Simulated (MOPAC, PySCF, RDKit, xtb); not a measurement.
C2H2 (SMILES C#C) and CH2F2 (SMILES FCF) are pulled apart as rigid monomers along the line of their centres of mass, from the B3LYP-D3(BJ)/def2-TZVP minimum. Starting geometry (charge 0, multiplicity 1):
```tsv
atom	x (Å)	y (Å)	z (Å)
C	0.5992	0.0170	-0.6972
C	-0.3521	-0.0636	0.0254
H	1.4373	0.0858	-1.3471
H	-1.1855	-0.1347	0.6829
F	-1.0753	0.1558	3.1391
C	0.2511	0.1283	3.4735
F	0.4881	-1.0070	4.1848
H	0.4626	0.9913	4.1062
H	0.8374	0.1017	2.5547
```

Interaction energies with rigid monomers; basis-set methods are counterpoise corrected unless marked otherwise.

Rows in 3-21G carry no dispersion term and start afresh at each structure. The state reached by PM3, PM7 isn't checked; PM7 holds dispersion and hydrogen-bond terms.

Programs: MOPAC for PM3, PM7 (differences of heats of formation); PySCF for 3-21G rows; RDKit for the force fields; xtb for the GFN methods. Each number belongs to the level named beside it.

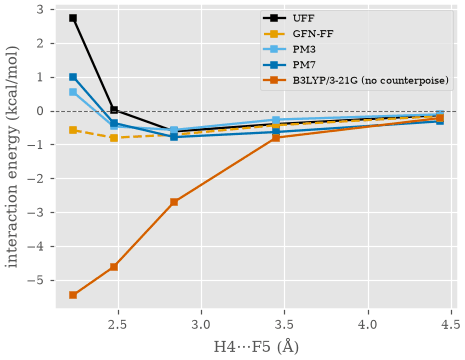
Fig. 1. Interaction energy against separation

### Question
Which level binds most strongly at H4···F5 = 2.48, and by how much?

### Answer
B3LYP/3-21G (no counterpoise), -4.6 kcal/mol.
